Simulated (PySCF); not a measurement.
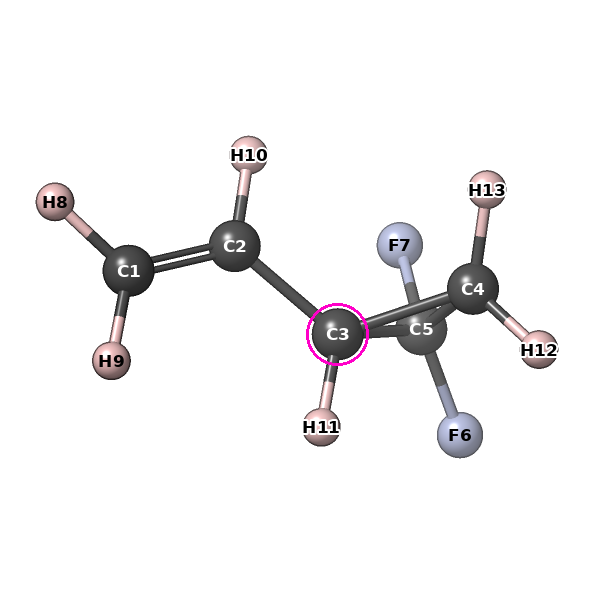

Atoms fade into the background with distance from the viewer. Circles mark the stereogenic atoms. Computed geometry: PBE0-D3(BJ)/def2-SVP optimisation. No frequency run is at hand to confirm it as a minimum.

Assign CIP descriptors.

Answer. C3: S (priorities C5 > C2 > C4 > H11).

Give a SMILES with the stereochemistry.

Answer. C=C[C@@H]1CC1(F)F
